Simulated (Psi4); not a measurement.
# BH2I (SMILES BI): a chain of runs

Wanted: a series of 10 runs (PBE-D4/def2-SVP, PBE0-D4/def2-TZVP, PBE-D4/def2-TZVPP, r2SCAN-D4/def2-TZVPP, B3LYP-D4/def2-TZVPP, PBE0-D4/def2-TZVPP, wB97M-V/def2-TZVPP, CCSD(T)/def2-TZVPP, and more) of BH2I. 

Program for the calculation: Psi4 1.11.

## (1) Starting point

BH2I has 4 atoms, charge 0, and is taken as a singlet. SMILES: `BI`. The coordinates come from a GFN2-xTB, rattled relaxation. The run starts from this shape.

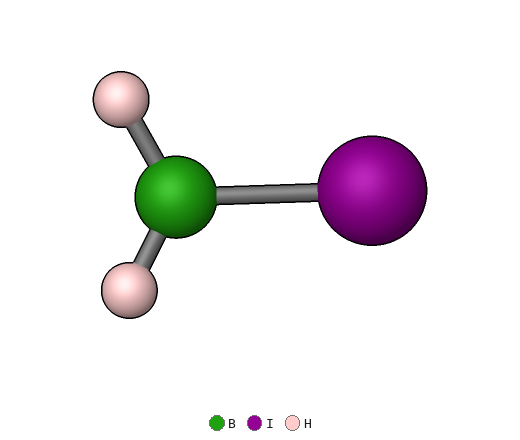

Viewed from a chosen angle; boron green, iodine purple, hydrogen pink.

## (2) A geometry optimisation at PBE-D4/def2-SVP (density fitting, core potential) (run 1)

File input.dat:

```
memory 3300 mb

molecule geom {
  B     -0.179921    -0.009137    -0.144059
  I      1.583105    -0.366887     0.871144
  H     -1.067914    -0.602340     0.125101
  H     -0.214375     0.929515    -0.860532
  symmetry c1
}

set globals {
  scf_type                df
  geom_maxiter            60
  max_force_g_convergence 0.0005
}

energy_value = opt('pbe-d4/def2-SVP')
print_variables()
```

Started as:

```sh
$ psi4 -n 2 input.dat output.dat
```

output.dat:

```text
[...]
    !!!  WARNING: ECP capability is in beta. Please check occupations closely.  !!!
[...]
  Running in c1 symmetry.
[...]
  Nuclear repulsion =   46.417841811776043
[...]
  Multiplicity = 1
[...]
  Nalpha       = 16
  Nbeta        = 16
[...]
    Number of basis functions: 50
[...]
   @DF-RKS iter   1:  -323.49207554330513   -2.73321e+00   9.70689e-03 ADIIS/DIIS
[...]
    !!!  WARNING: ECP capability is in beta. Please check occupations closely.  !!!
[...]
   @DF-RKS iter   8:  -323.66617284073487   -7.38964e-13   2.93485e-09 DIIS
[...]
    Orbital Energies [Eh]
    ---------------------
    Doubly Occupied:
       1A     -6.617684     2A     -6.574314     3A     -4.683908
       4A     -4.678277     5A     -4.672743     6A     -1.822672
       7A     -1.821182     8A     -1.816770     9A     -1.811938
      10A     -1.811331    11A     -0.657068    12A     -0.450182
      13A     -0.338455    14A     -0.314258    15A     -0.266446
      16A     -0.233385
[...]
  @DF-RKS Final Energy:  -323.66617284073487
   => Energetics <=
    Nuclear Repulsion Energy =             45.0795067685624673
    One-Electron Energy =                -641.5084186959574026
    Two-Electron Energy =                 299.6777296316829506
    DFT Exchange-Correlation Energy =     -26.9130568306551723
    Empirical Dispersion Energy =          -0.0019337143677443
    VV10 Nonlocal Energy =                  0.0000000000000000
    Total Energy =                       -323.6661728407348733
[...]
 Multipole Moments:
 ------------------------------------------------------------------------------------
     Multipole            Electronic (a.u.)      Nuclear  (a.u.)        Total (a.u.)
 ------------------------------------------------------------------------------------
 L = 1.  Multiply by 2.5417464519 to convert [e a0] to [Debye]
 Dipole X            :         15.1605470          -15.1981168           -0.0375699
 Dipole Y            :         -3.4379937            3.4466436            0.0086499
 Dipole Z            :          8.3738434           -8.3946669           -0.0208235
 Magnitude           :                                                    0.0438171
[...]
  -Total Gradient:
     Atom            X                  Y                   Z
    ------   -----------------  -----------------  -----------------
       1        0.000460953306     0.000013052966     0.000173985153
       2       -0.000062348590     0.000050984183    -0.000069455222
       3       -0.000396528365    -0.000223693547     0.000038405417
       4       -0.000000716504     0.000159376946    -0.000142230846
[...]
    Final optimized geometry and variables:
    Molecular point group: c1
    Full point group: C1
    Geometry (in Angstrom), charge = 0, multiplicity = 1:
    B           -1.639552261303     0.371749471984    -0.905490586672
    I            0.175932113987    -0.039893958989     0.097169220235
    H           -2.592666319491    -0.331986705316    -0.655289851598
    H           -1.650372284072     1.294473557651    -1.688754138207
  Variable Map:
  ----------------------------------------------------------------------------
  "CURRENT ENERGY"                                 =>    -323.666172840735
  "CURRENT REFERENCE ENERGY"                       =>    -323.666172840735
  "DD SOLVATION ENERGY"                            =>       0.000000000000
  "DFT FUNCTIONAL TOTAL ENERGY"                    =>    -323.664239126367
[...]
```

The script printed:

```text
Optimizer: Optimization complete!
```

It took 76 s on 2 threads of AMD EPYC (Zen 3), shared host; peak memory 0.38 GiB.

Steps, from the record of the run:

```csv
step,energy from the first frame kept (eV),largest force (eV/Å)
0,0.0000,3.3215
1,-0.2081,0.3401
2,-0.1793,0.6984
3,-0.2083,0.2622
4,-0.2114,0.0253
```

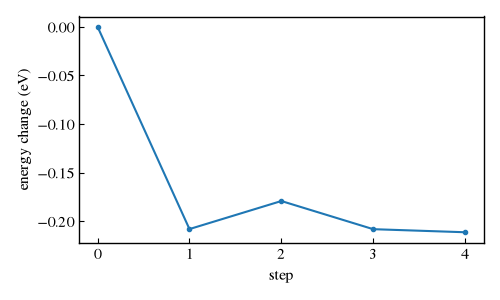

Energy along the run.

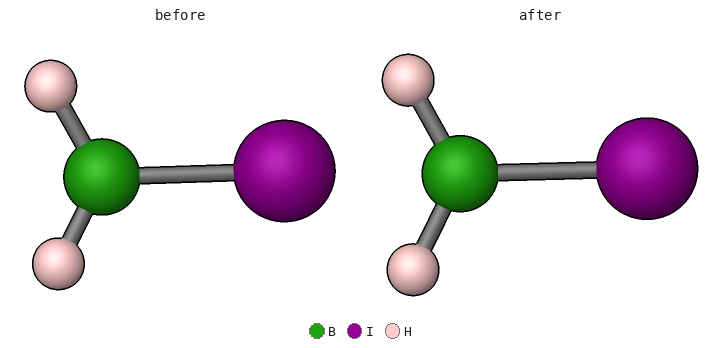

Before and after, at one scale.

After the run. Bond lengths: B1–I2 2.114 Å, B1–H3 1.211 Å, B1–H4 1.210 Å. Angles: I2–B1–H3 117.7°, I2–B1–H4 117.6°, H3–B1–H4 124.7°.

## (3) A geometry optimisation at PBE0-D4/def2-TZVP (density fitting, core potential) (run 2)

File bh2i.inp:

```
memory 3300 mb

molecule m {
  0 1
  B     -0.227198     0.040651    -0.132066
  I      1.588287    -0.370993     0.870594
  H     -1.180312    -0.663085     0.118135
  H     -0.238018     0.963375    -0.915329
  symmetry c1
}

set globals {
  basis                   def2-TZVP
  scf_type                df
  geom_maxiter            50
  max_force_g_convergence 0.0002
}

optimize('pbe0-d4')
print_variables()
```

Started as:

```sh
$ psi4 bh2i.inp bh2i.out -n 2
```

bh2i.out (excerpt; [...] marks lines left out):

```text
[...]
  Running in c1 symmetry.
[...]
  Nuclear repulsion =   45.079495486533432
[...]
  Multiplicity = 1
[...]
  Nalpha       = 16
  Nbeta        = 16
[...]
    Number of basis functions: 93
[...]
   @DF-RKS iter   1:  -323.52864958251223   -2.49022e+00   7.98965e-03 DIIS/ADIIS
[...]
   @DF-RKS iter   8:  -323.74024638463163   -1.64846e-12   2.12711e-09 DIIS
[...]
  @DF-RKS Final Energy:  -323.74024638463163
   => Energetics <=
    Nuclear Repulsion Energy =             45.4928112134350684
    One-Electron Energy =                -642.4517782820635148
    Two-Electron Energy =                 293.7614821297690924
    DFT Exchange-Correlation Energy =     -20.5411454445495067
    Empirical Dispersion Energy =          -0.0016160012227434
    VV10 Nonlocal Energy =                  0.0000000000000000
    Total Energy =                       -323.7402463846316323
[...]
 Multipole Moments:
 ------------------------------------------------------------------------------------
     Multipole            Electronic (a.u.)      Nuclear  (a.u.)        Total (a.u.)
 ------------------------------------------------------------------------------------
 L = 1.  Multiply by 2.5417464519 to convert [e a0] to [Debye]
 Dipole X            :         14.9425427          -15.0743247           -0.1317819
 Dipole Y            :         -3.3939171            3.4238760            0.0299589
 Dipole Z            :          8.2573675           -8.3301344           -0.0727669
 Magnitude           :                                                    0.1534895
[...]
  -Total Gradient:
     Atom            X                  Y                   Z
    ------   -----------------  -----------------  -----------------
       1       -0.000094112686     0.000026711356    -0.000023439840
       2        0.000046124858    -0.000009302524     0.000017596692
       3        0.000028000641     0.000006200731    -0.000008217903
       4        0.000017591885    -0.000023067398     0.000012741526
[...]
    Final optimized geometry and variables:
    Molecular point group: c1
    Full point group: C1
    Geometry (in Angstrom), charge = 0, multiplicity = 1:
    B           -1.627503312061     0.369680464775    -0.899292398673
    I            0.174575742487    -0.039653127195     0.096467013327
    H           -2.563193284152    -0.319876932948    -0.654856483513
[...]
```

The script printed:

```text
Optimizer: Optimization complete!
```

Wall time 1.7 min (2 threads of AMD EPYC (Zen 3), shared host); peak memory 0.6 GiB.

The path in brief:

| step | energy from the first frame kept (eV) | largest force (eV/Å) |
| --- | --- | --- |
| 0 | 0.0000 | 0.5430 |
| 1 | -0.0141 | 0.1054 |
| 2 | -0.0136 | 0.1142 |
| 3 | -0.0078 | 0.4193 |
| 4 | -0.0139 | 0.0939 |
| 5 | -0.0144 | 0.0052 |

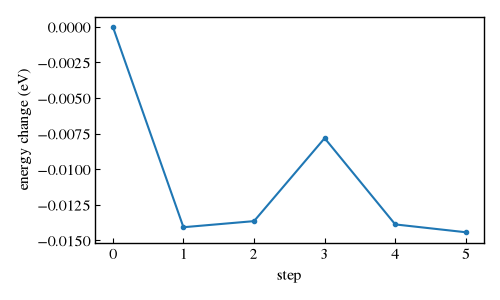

Energy along the run.

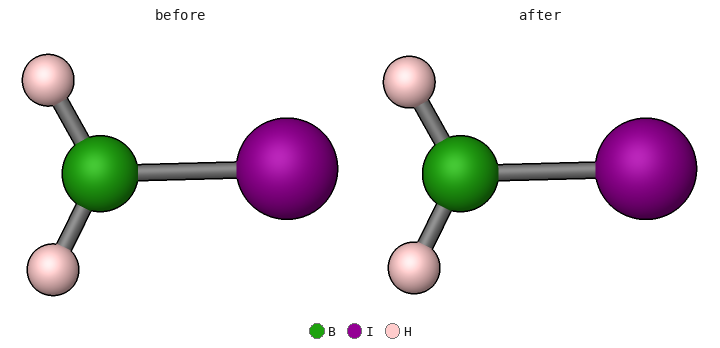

Before and after, at one scale.

After the run. Bond lengths: B1–I2 2.099 Å, B1–H3 1.188 Å, B1–H4 1.188 Å. Angles: I2–B1–H3 117.7°, I2–B1–H4 117.7°, H3–B1–H4 124.5°.

Runs 3 to 9 aren't shown in full; the table further down has their settings and results.

## (4) A single-point energy at MP2/def2-QZVPP (density fitting, core potential, density fitting for correlation) (run 10)

File job.in:

```
memory 3300 mb

molecule molecule1 {
  0 1
  B     -0.215148     0.038581    -0.125868
  I      1.586931    -0.370752     0.869892
  H     -1.150838    -0.650976     0.118568
  H     -0.228318     0.943541    -0.895049
  symmetry c1
}

set basis def2-QZVPP
set scf_type df
set num_frozen_docc 5

e_tot, wfn = energy("mp2", return_wfn=True)
print_variables()
```

Started as:

```sh
$ psi4 -i job.in -o job.out -n 2
```

job.out:

```text
[...]
    !!!  WARNING: ECP capability is in beta. Please check occupations closely.  !!!
[...]
  Running in c1 symmetry.
[...]
  Nuclear repulsion =   45.492809496415781
[...]
  Multiplicity = 1
[...]
  Nalpha       = 16
  Nbeta        = 16
[...]
    Number of basis functions: 199
[...]
   @DF-RHF iter   1:  -322.16573915711336   -2.85987e+00   4.36037e-03 ADIIS/DIIS
[...]
   @DF-RHF iter  12:  -322.52506270301370   -1.02318e-11   2.88466e-09 DIIS
[...]
    Orbital Energies [Eh]
    ---------------------
    Doubly Occupied:
       1A     -7.735511     2A     -7.668884     3A     -5.586821
       4A     -5.583351     5A     -5.581129     6A     -2.283048
       7A     -2.280836     8A     -2.278522     9A     -2.274419
      10A     -2.274203    11A     -0.917155    12A     -0.690023
      13A     -0.546619    14A     -0.460198    15A     -0.390587
      16A     -0.369447
[...]
  @DF-RHF Final Energy:  -322.52506270301370
   => Energetics <=
    Nuclear Repulsion Energy =             45.4928094964157808
    One-Electron Energy =                -642.1942358628037937
    Two-Electron Energy =                 274.1763636633742749
    Total Energy =                       -322.5250627030137025
[...]
 Multipole Moments:
 ------------------------------------------------------------------------------------
     Multipole            Electronic (a.u.)      Nuclear  (a.u.)        Total (a.u.)
 ------------------------------------------------------------------------------------
 L = 1.  Multiply by 2.5417464519 to convert [e a0] to [Debye]
 Dipole X            :         14.7547104          -15.0743250           -0.3196147
 Dipole Y            :         -3.3512424            3.4238728            0.0726305
 Dipole Z            :          8.1536000           -8.3301377           -0.1765376
 Magnitude           :                                                    0.3722825
[...]
```

Wall time 24 s (2 threads of AMD EPYC (Zen 3), shared host); peak memory 0.42 GiB.

## (5) All runs side by side

| run | level | geom maxiter | max force g convergence | energy (Eh) | dipole moment (D) | HOMO energy (eV) | LUMO energy (eV) | wall time |
| --- | --- | --- | --- | --- | --- | --- | --- | --- |
| 1 | PBE-D4/def2-SVP (density fitting, core potential) | 60 | 0.0005 | -323.666173 | 0.11 | -6.35 | -3.10 | 76 s |
| 2 | PBE0-D4/def2-TZVP (density fitting, core potential) | 50 | 0.0002 | -323.740246 | 0.39 | -7.57 | -2.21 | 1.7 min |
| 3 | PBE0-D4/def2-TZVP (density fitting, core potential) | – | – | -323.740246 | 0.39 | – | – | 5.8 min |
| 4 | PBE-D4/def2-TZVPP (density fitting, core potential) | – | – | -323.705658 | 0.15 | -6.45 | -3.14 | 34 s |
| 5 | r2SCAN-D4/def2-TZVPP (density fitting, core potential) | – | – | -323.861174 | 0.35 | -6.70 | -2.82 | 63 s |
| 6 | B3LYP-D4/def2-TZVPP (density fitting, core potential) | – | – | -323.873268 | 0.36 | -7.33 | -2.39 | 29 s |
| 7 | PBE0-D4/def2-TZVPP (density fitting, core potential) | – | – | -323.740603 | 0.39 | -7.57 | -2.21 | 25 s |
| 8 | wB97M-V/def2-TZVPP (density fitting, core potential) | – | – | -323.726968 | 0.47 | -9.77 | -0.31 | 66 s |
| 9 | CCSD(T)/def2-TZVPP (density fitting, density fitting for correlation) | – | – | timeout | – | – | – | 2 min |
| 10 | MP2/def2-QZVPP (density fitting, core potential, density fitting for correlation) | – | – | -323.304180 | – | -10.05 | 1.12 | 24 s |

## (6) Outcome

| quantity | value |
| --- | --- |
| run 10, MP2/def2-QZVPP: total energy | -323.30418 Eh |
| run 10, MP2/def2-QZVPP: HOMO energy (Hartree–Fock orbitals) | -10.05 eV |
| run 10, MP2/def2-QZVPP: LUMO energy (Hartree–Fock orbitals) | 1.12 eV |
| run 10, MP2/def2-QZVPP: HOMO–LUMO gap (Hartree–Fock orbitals) | 11.17 eV |
| run 10, MP2/def2-QZVPP: correlation energy (5 core orbitals frozen) | -779.1 mEh |

What this shows: Over runs 3, 4, 5, 6, 7, 8 the dipole moment (its size) runs from 0.15 D (PBE-D4/def2-TZVPP) to 0.47 D (wB97M-V/def2-TZVPP). Over runs 4, 5, 6, 7, 8 the HOMO–LUMO gap runs from 3.31 eV (PBE-D4/def2-TZVPP) to 9.46 eV (wB97M-V/def2-TZVPP). Totals of different functionals can't be ranked against each other. All runs together took 15 min, the longest 5.8 min. 1 of the 10 runs did not end normally.
